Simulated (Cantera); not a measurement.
Input: 1 mol CH4, 0.3 mol CO2, 2.6 mol H2, held at 100000 Pa.

Cantera equilibrium calculation (NASA polynomials, part measured and part estimated; ideal gas, pure solids and liquids). Candidate condensed phases: C, C6H6, C7H8, C8H18, H2O; 110 gas species. Kinetics and transport are ignored.

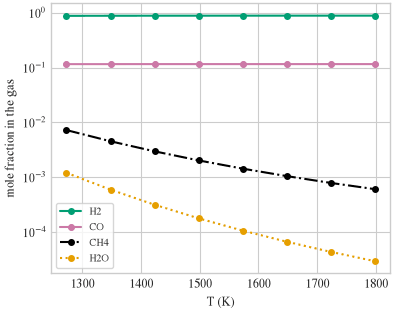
Equilibrium gas composition (values under 1e-9 drawn at 1e-9)

Problem. Read off the mole fractions at 1573 K.

Solution. H2 about 0.88, CO about 0.12, CH4 about 0.0014, H2O about 0.00011.
